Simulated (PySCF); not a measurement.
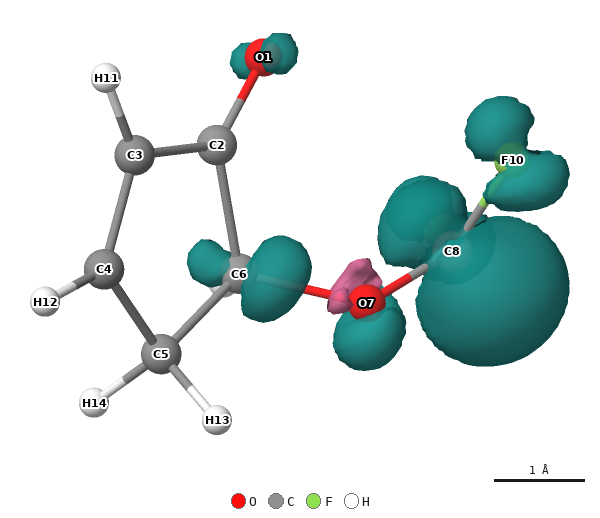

The picture shows: C6H5F2O2 (doublet). Isosurfaces of the spin density (α minus β) at +0.04 (teal) and −0.04 e/Å³ (pink), seen at a tilt.

Geometry: GFN2-xTB.

Theory: UKS B3LYP, pcH-1 on C F H O, non-relativistic, mean-field spin-orbit, GIAO in PySCF 2.14.0, density-fitted response routines.

```yaml
atoms:
  - { symbol: O, position_ang: [0.5529, 2.1136, 0.1123] }
  - { symbol: C, position_ang: [-0.1470, 1.1396, 0.0033] }
  - { symbol: C, position_ang: [-1.5554, 0.9606, 0.3538] }
  - { symbol: C, position_ang: [-1.9563, -0.2836, 0.0893] }
  - { symbol: C, position_ang: [-0.8718, -1.1373, -0.4851] }
  - { symbol: C, position_ang: [0.3439, -0.2213, -0.5112] }
  - { symbol: O, position_ang: [1.3415, -0.7408, 0.4542] }
  - { symbol: C, position_ang: [2.4948, -0.1782, 0.5997] }
  - { symbol: F, position_ang: [3.1622, 0.2606, -0.4765] }
  - { symbol: F, position_ang: [2.6955, 0.6593, 1.6280] }
  - { symbol: H, position_ang: [-2.1421, 1.7597, 0.7684] }
  - { symbol: H, position_ang: [-2.9431, -0.6805, 0.2562] }
  - { symbol: H, position_ang: [-0.6775, -2.0039, 0.1487] }
  - { symbol: H, position_ang: [-1.1374, -1.5002, -1.4790] }
  - { symbol: H, position_ang: [0.8352, -0.1394, -1.4841] }
```

Question: Which atoms carry the spin?

Answer: The unpaired spin (1 electron) lies mostly on C8 (about 0.6), F10 (about 0.1), F9 (about 0.1) and O7 (about 0.1), in electrons by Hirshfeld's partition.
